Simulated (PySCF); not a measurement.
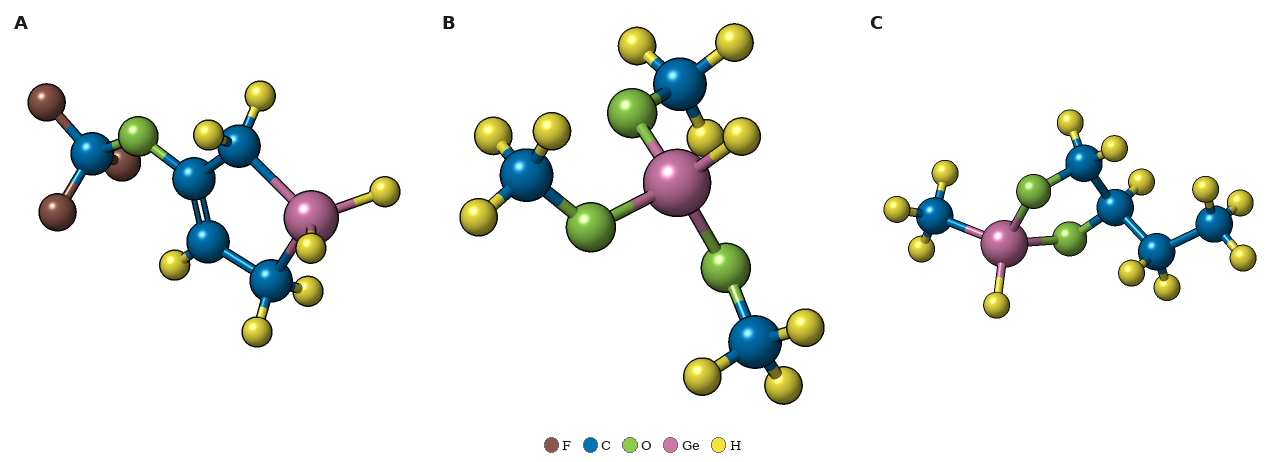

(Drawn from a calculation with PySCF.)

```xyz
17
charge 0, multiplicity 1
Ge    0.0143   -0.0030    0.4250
H     0.1219    0.0089    1.9608
O     1.5990   -0.0720   -0.3383
C     2.4073   -1.2153   -0.2358
H     2.6698   -1.4559    0.8124
H     3.3455   -1.0245   -0.7788
H     1.9259   -2.1039   -0.6807
O    -0.7873    1.4361   -0.1924
C    -0.1436    2.6843   -0.2108
H     0.0625    3.0671    0.8067
H    -0.8072    3.4062   -0.7113
H     0.8105    2.6506   -0.7652
O    -0.9010   -1.3887   -0.1561
C    -2.2936   -1.4687    0.0037
H    -2.5959   -1.5042    1.0677
H    -2.6422   -2.3977   -0.4732
H    -2.8145   -0.6200   -0.4734
```

> Which panel shows the molecule in this file?

B. The file holds C3H10GeO3, `C[O][GeH]([O]C)[O]C`.
